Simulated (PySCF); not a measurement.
Molecule: C7H8O2Si, SMILES O=C(O)[SiH2]c1ccccc1, singlet. Atoms near the plane z = 0.0 Å, at the GFN2-xTB optimised geometry (x, y, z in Å): O1 (-3.3, -0.8, 0.4), C2 (-2.6, -1.7, 0.7), Si4 (-0.8, -2.0, 0.0), C5 (0.1, -0.3, 0.0), C6 (1.5, -0.3, 0.0), C7 (2.2, 0.8, 0.0), C8 (1.6, 2.0, 0.0), C9 (0.2, 2.1, 0.0), C10 (-0.5, 0.9, 0.0), H13 (-0.2, -3.0, 0.8), H14 (2.1, -1.3, 0.0), H15 (3.3, 0.8, 0.0), H16 (2.1, 3.0, 0.0), H17 (-0.3, 3.0, 0.0), H18 (-1.6, 0.9, 0.0).

Computed with CAM-B3LYP/def2-SVP run with PySCF 2.14.0. Cells within 0.4 Å of a nucleus heavier than hydrogen are left out (blank, or x). The values are rescaled to run from 0 to 1.

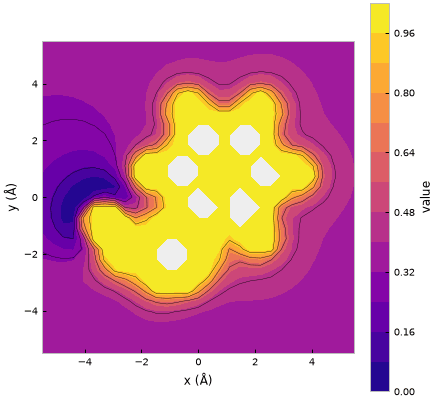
a field on the plane z = 0.0 Å.

### Question
Which quantity is mapped?
A) electrostatic potential
B) log10 of the electron density
C) electron localisation function
D) deformation density (molecule minus spherical neutral atoms)

### Answer
A, electrostatic potential. In full: electrostatic potential (hartree/e), clipped to [-0.08, 0.12].
